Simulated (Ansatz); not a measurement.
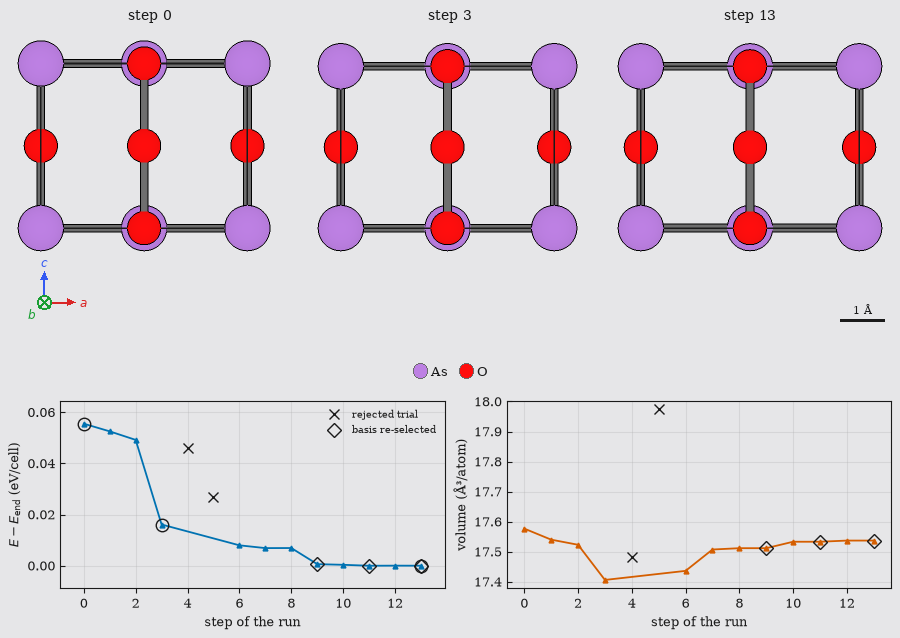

Frames of a relaxation of crystalline As3O2 (a generated structure, set up in Cmmm), marked on the history of the run. A ball-and-stick model of the conventional cell (2 times the calculation's cell), seen along the b axis. Lengths and directions refer to the drawn axes.

All numbers below come from DFT PBE, scalar-relativistic, plane waves, PAW (Ansatz 0.2.0). (plane-wave cutoff 420 eV; k-point mesh 10 × 10 × 10; occupations gaussian; smearing width 0.1 eV; no spin polarisation; cell and atoms relaxed; force threshold 0.01 eV/Å; at most 80 steps)

What happens along the run?

The largest moves relative to the cell, 0.040 Å, are those of As atoms. O stays in place. The drawn cell changes as follows: a 4.726 → 4.994 Å (+5.7 %), b 9.873 → 9.486 Å (−3.9 %), c 3.767 → 3.702 Å (−1.7 %); the volume changes by −0.2 %. Near-neighbour distances that change, for instance: As–As 2.683 → 2.537 Å, As–As 2.401 → 2.519 Å, O–O 1.884 → 1.851 Å. Bond angles that change, for instance: As–As–As 159.4° → 164.9°, As–As–As 79.7° → 82.4°. The space group stays Cmmm (No. 65). After 8 accepted moves (13 points after the start) the energy has fallen by 55.5 meV per cell of the calculation. Largest force component: 0.013 eV/Å at the start, 0.00018 eV/Å at the end. The pressure goes from −0.07 to 0.00 GPa. The line search rejected the trial steps at points 4, 5 of the run. At 3 points the geometry stayed and the basis and grid were re-selected for the new cell (energy shift of 6.3 meV per cell of the calculation at most each time). Cost: 15 min on 1 thread of Arm Neoverse N1, with other jobs on the host, peak memory 0.67 GiB. From step 0 to 3: As atoms move most (0.03 Å), volume −1.0 %, energy −39.4 meV per cell of the calculation. From step 3 to 13: volume +0.8 %, energy −16.1 meV per cell of the calculation.

| step | E − E(0), meV/atom | largest force component, eV/Å | pressure, GPa | volume, Å³/atom | note |
| --- | --- | --- | --- | --- | --- |
| 0 | 0.00 | 0.0127 | -0.07 | 17.577 |  |
| 1 | -0.60 | 0.0102 | 0.03 | 17.540 |  |
| 2 | -1.27 | 0.0272 | 0.03 | 17.523 |  |
| 3 | -7.88 | 0.0101 | 0.28 | 17.406 |  |
| 4 | -1.90 | 0.2086 | 0.32 | 17.482 | rejected |
| 5 | -5.75 | 0.1110 | -1.72 | 17.973 | rejected |
| 6 | -9.51 | 0.0109 | 0.24 | 17.436 |  |
| 7 | -9.73 | 0.0042 | 0.04 | 17.507 |  |
| 8 | -9.72 | 0.0007 | 0.00 | 17.512 |  |
| 9 | -10.98 | 0.0010 | 0.09 | 17.512 | same geometry, new basis |
| 10 | -11.03 | 0.0021 | 0.01 | 17.533 |  |
| 11 | -11.11 | 0.0019 | 0.02 | 17.533 | same geometry, new basis |
| 12 | -11.10 | 0.0002 | 0.00 | 17.537 |  |
| 13 | -11.10 | 0.0002 | 0.00 | 17.537 | same geometry, new basis |
